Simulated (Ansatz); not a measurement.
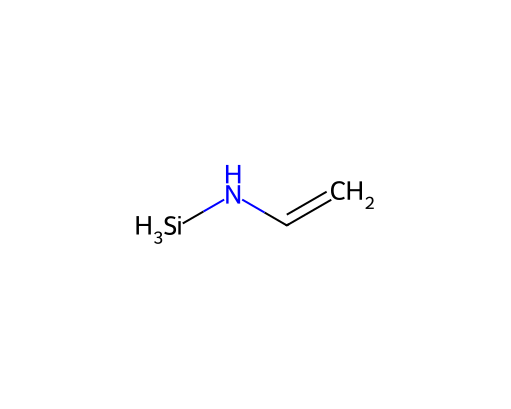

The picture comes from a calculation with Ansatz.

Skeletal drawing of a molecule.

Write the SMILES.

Answer. C=CN[SiH3]

What is the molecular formula?

Answer. C2H7NSi.

An optimisation with PBE-D4/def2-SVP gave a structure of which point group?

Answer. C1. Other conformers may differ.
